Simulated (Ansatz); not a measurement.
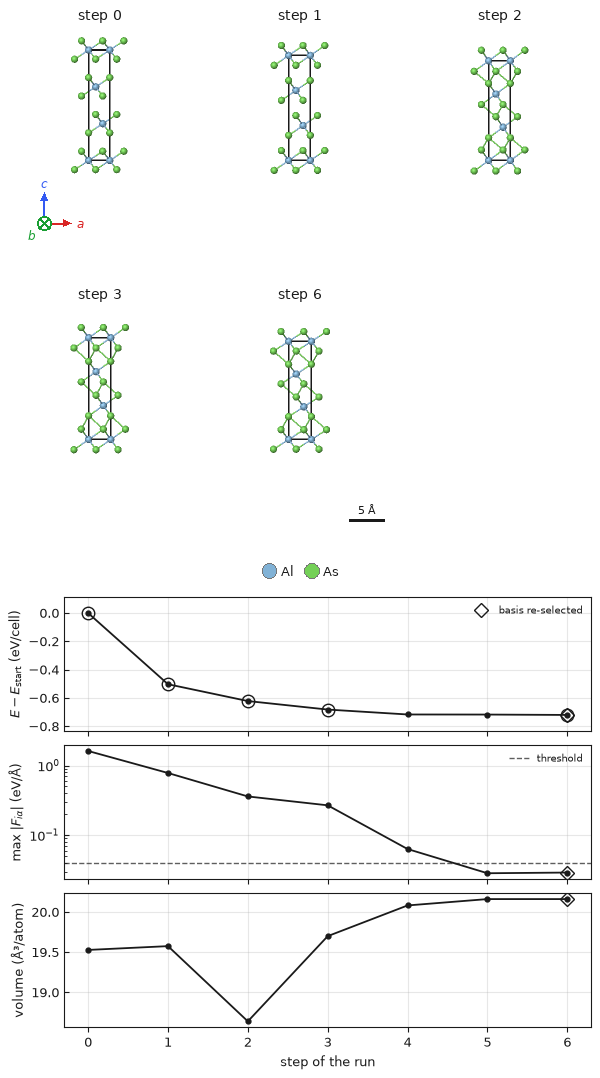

Frames of a relaxation of a crystal of AlAs$_{2}$ (built on the cadmium chloride_166 type) (coarse preliminary run), marked on the history of the run. A ball-and-stick model of the conventional cell (3 times the calculation's cell), seen along the b axis. Lengths and directions refer to the drawn axes.

Case: cadmium chloride type (R-3m, No. 166).

The calculation used DFT PBE, scalar-relativistic, plane waves, PAW (Ansatz).

Input file:
```yaml
crystal:
  lattice:
    - [1.775783402, 1.0252490251, 5.3633201422]
    - [-1.775783402, 1.0252490251, 5.3633201422]
    - [0.0, -2.0504980503, 5.3633201422]
  atoms:
    - { symbol: Al, position: [0.0, 0.0, 0.0] }
    - { symbol: As, position: [0.75, 0.75, 0.75] }
    - { symbol: As, position: [0.25, 0.25, 0.25] }
basis:
  ecutwfc: 420
kpoints:
  mp_grid: { grid: [6, 6, 6] }
hamiltonian:
  xc: pbe
scf:
  occupations: { method: gaussian, width: 0.1 }
  lower_state_search: "off"
output:
  forces: true
  stress: true
  eigenvalues: true
relax:
  adjacent_minimum: "off"
  f_tol: 0.04
  max_steps: 70
  cell: { stress_tol: 0.4 }
```

Run as
```bash
ansatz run input.yaml --threads 1 --pin off --max-ram 2560MiB --backend cpu --events-out ev --progress --plain --runs-dir out
```

What happens along the run?

Answer. Over 5 accepted moves (6 points after the start) the energy falls by 0.719 eV per cell of the calculation. Largest force component: 1.6 eV/Å at the start, 0.029 eV/Å at the end. Pressure: 10.73 GPa at the start and 0.04 GPa at the end. The SCF was repeated once at an unchanged geometry on a basis and grid sized afresh for the cell, which shifted the energy by 2.7 meV per cell of the calculation at most. The largest moves relative to the cell, 0.23 Å, are those of As2 and As3. As3 goes along −c. Al stays in place. The drawn cell changes as follows: a = b 3.552 → 3.829 Å (+7.8 %), c 16.090 → 14.292 Å (−11.2 %); the volume changes by +3.2 %. Near-neighbour distances that change, for instance: As2–As3 3.376 → 2.924 Å, Al1–As2 2.450 → 2.630 Å. The space group stays R-3m (No. 166). Cost: 18 s on 1 thread of Intel(R) Xeon(R) Platinum 8259CL CPU @ 2.50GHz (Skylake/Cascade Lake), on a shared host, peak memory 0.42 GiB. From step 0 to 1: As atoms move most (0.17 Å), volume +0.2 %, energy −0.502 eV per cell of the calculation. From step 1 to 2: As atoms move most (0.17 Å), volume −4.8 %, energy −0.119 eV per cell of the calculation. From step 2 to 3: As atoms move most (0.08 Å), volume +5.7 %, energy −60.0 meV per cell of the calculation. From step 3 to 6: As atoms move most (0.02 Å), volume +2.3 %, energy −38.0 meV per cell of the calculation.
